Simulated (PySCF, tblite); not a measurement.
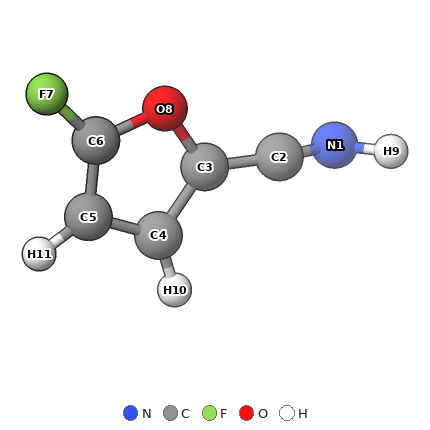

First-order isotropic EPR spectrum (fast tumbling, first derivative) of C₅H₃FNO, SMILES [H]/N=[C]/c1ccc(F)o1, doublet at 9.75 GHz, Lorentzian lines of 0.24 mT full width at half height, from computed g and hyperfine couplings (B3LYP/pcH-1 in PySCF, at a GFN2-xTB geometry (a minimum by its frequencies), gas phase); values of one conformer, averaged over methyl-type rotors alone; other conformers aren't averaged in; no vibrational averaging; dilute isotopes left out. The SMILES is one Lewis form and needn't show where the spin sits.

### Give g and the hyperfine couplings.

g_iso = 2.0019, which centres the spectrum at 348.0 mT; it spans 8.8 mT.

```
nuclei  isotope  a (mT)  a (MHz)
    H9       ¹H    4.84    135.7
    F7      ¹⁹F    1.60     44.9
   H10       ¹H   −1.03    −28.7
    N1      ¹⁴N    0.61     17.2
   H11       ¹H    0.18      5.1
```

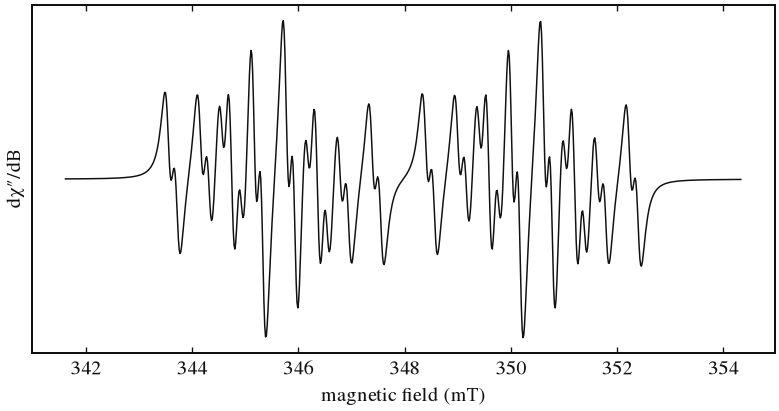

Note: the tight-binding geometry is rougher than a DFT one and adds to the error.
